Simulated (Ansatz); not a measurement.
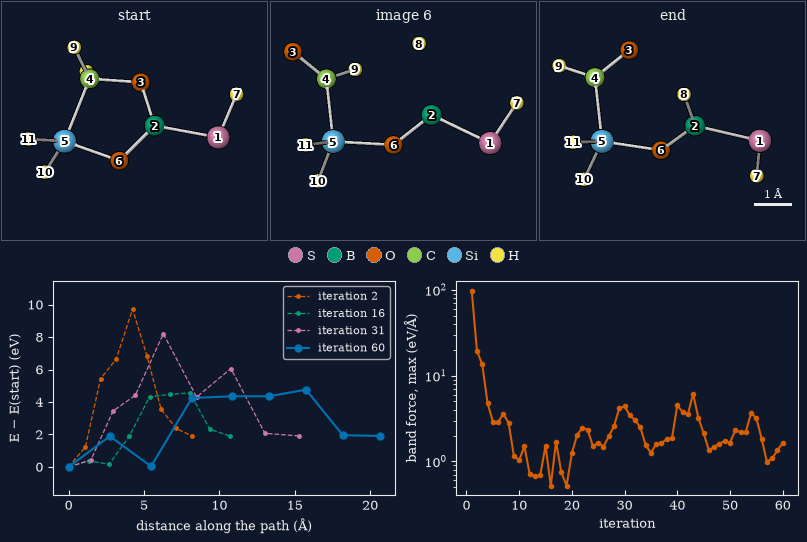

A nudged-elastic-band calculation for CH5BO2SSi. Images are numbered from 0 (start) to 8 (end). The plot follows the band through its iterations. A ball-and-stick model, seen at a tilt.

Theory: Ansatz 0.2.0, UHF/6-31G*. Run with 7 movable images; climbing image; force threshold 0.03 eV/Å; iteration limit 60; starting path through a guess of the saddle point.

Judge this run.

Answer. The result isn't final. The band hadn't converged when the run stopped after 60 iterations. The largest component of the band force went from 98 to 1.6 eV/Å. The barrier read from it is provisional: over the last two iterations the highest image moved from 5.19 eV to 4.77 eV. The first iteration put the highest image at 25.54 eV. The energy climbs by 4.77 eV to image 6 and then falls by 2.86 eV, so the end point sits at +1.91 eV. The profile has 2 maxima (images 1, 6) with a dip at image 2 (+0.04 eV), which on an unconverged band is provisional.

Limits of the set-up: Hartree-Fock leaves out electron correlation.

The run took 11 min on 2 threads of Intel(R) Xeon(R) 6975P-C (Granite Rapids), with other jobs on the host, peak memory 0.44 GiB.
